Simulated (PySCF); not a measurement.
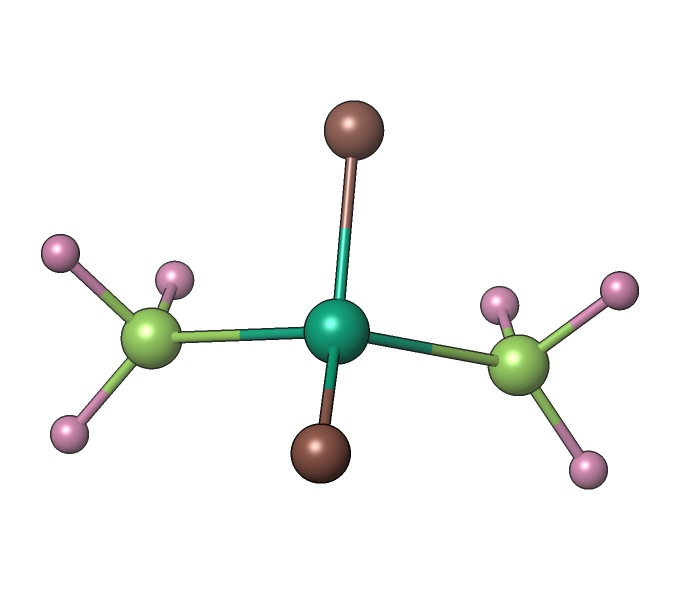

Every bond is drawn as one stick, whatever its order. Colours: zinc teal, chlorine brown, phosphorus green, hydrogen pink.

The geometry was computed by an optimisation with PBE0-D3(BJ)/def2-SVP. No frequency run is at hand to confirm it as a minimum.

What is the molecular formula?

Cl₂H₆P₂Zn, 11 atoms: 2 chlorine, 6 hydrogen, 2 phosphorus and 1 zinc.

Count the bonded pairs by element.

6 P–H, 2 P–Zn, 2 Cl–Zn.

Give a SMILES string for it.

[PH3]->[Zn](<-[PH3])([Cl])[Cl]

The parts below concern this one geometry. Atoms keep their numbers from picture to picture.

## Shape

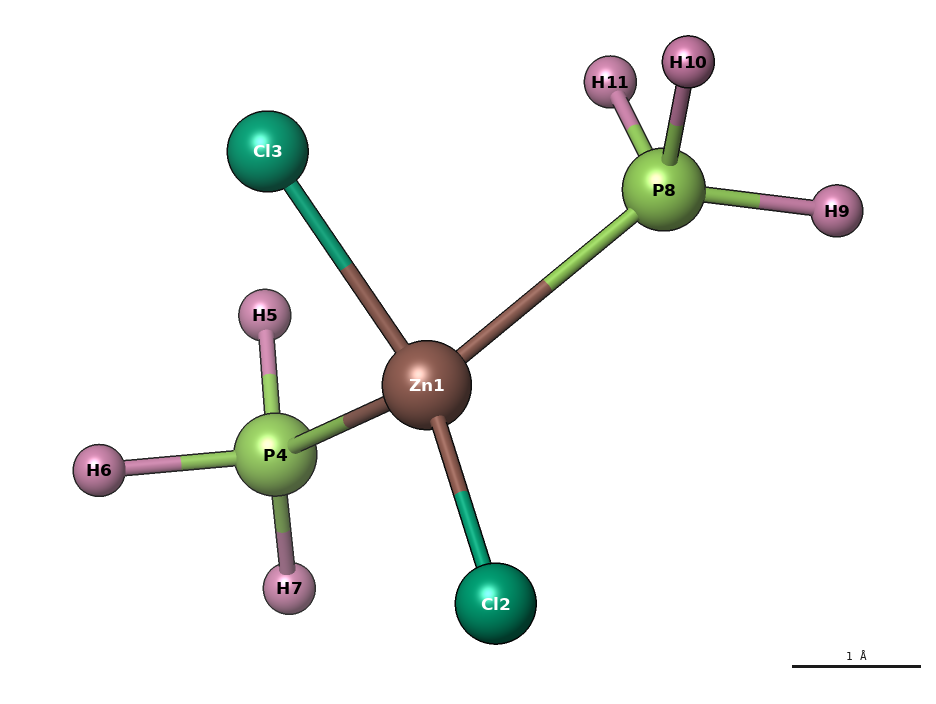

Numbered structure. No frequency run is at hand to confirm it as a minimum.

Estimate the angles Cl2–Zn1–Cl3, Cl2–Zn1–P4, Cl2–Zn1–P8, Cl3–Zn1–P4, Cl3–Zn1–P8, P4–Zn1–P8, Zn1–P4–H5, Zn1–P4–H6, Zn1–P4–H7, Zn1–P8–H9, Zn1–P8–H10, Zn1–P8–H11.

```tsv
angle	degrees
Cl2–Zn1–Cl3	141.3
Cl2–Zn1–P4	114.7
Cl2–Zn1–P8	118.3
Cl3–Zn1–P4	86.8
Cl3–Zn1–P8	85.7
P4–Zn1–P8	101.1
Zn1–P4–H5	113.9
Zn1–P4–H6	107.7
Zn1–P4–H7	134.2
Zn1–P8–H9	135.6
Zn1–P8–H10	107.5
Zn1–P8–H11	112.6
```

## Polarisability

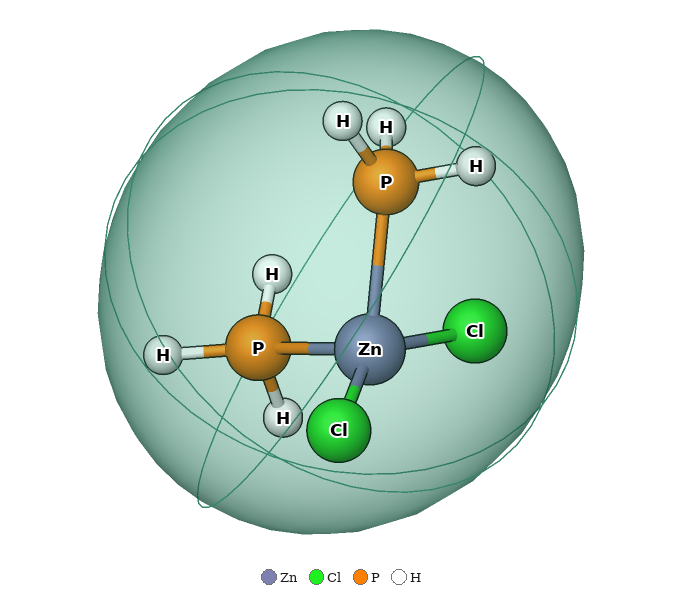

The ellipsoid shows the static dipole polarisability: its half-axes are proportional to the principal values. No frequency run is at hand to confirm it as a minimum. Computed with B3LYP/def2-SVPD (PySCF 2.14.0).

Give the principal values, the mean and the anisotropy.

Principal values 106.4, 115.4, 120.6 bohr³; mean 114.1 bohr³ (16.91 Å³); anisotropy 12.5 bohr³, so the longest axis is 1.13 times the shortest.

## Core levels

No frequency run is at hand to confirm it as a minimum. Level of theory: delta-SCF UKS SCAN, pcX-2 on the ionised atom (unc-x2c-TZVPall on a metal), pcseg-1 elsewhere, spin-free X2C (PySCF 2.14.0).

Give the core-electron binding energies (to vacuum; p and d levels without spin–orbit splitting) of Zn1 2p, Cl2 1s, Cl2 2p, P4 1s, P4 2p.

```csv
atom,level,binding energy (eV)
Zn1,2p,1034.5
Cl2,1s,2826.8
Cl2,2p,204.7
P4,1s,2151.5
P4,2p,138.2
```

## Metal centre

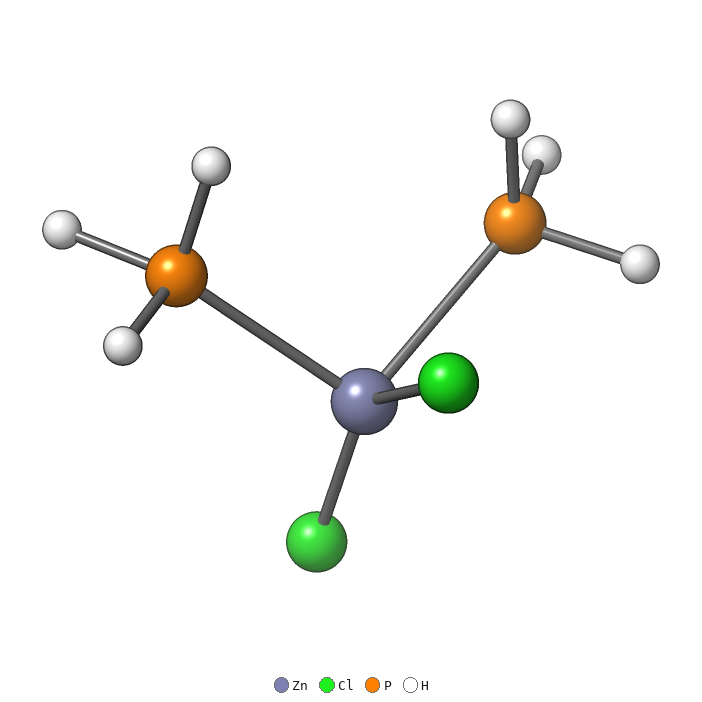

A metal compound. Charge 0, singlet. No frequency run is at hand to confirm it as a minimum.

Describe the coordination sphere.

Zn binds 4 atoms: 2 Cl at 2.15–2.22 Å, 2 P at 2.55 Å.

Give the formal oxidation state and the d-electron count.

Zn(II), d¹⁰, counting the ligands as closed-shell ions or neutral donors.
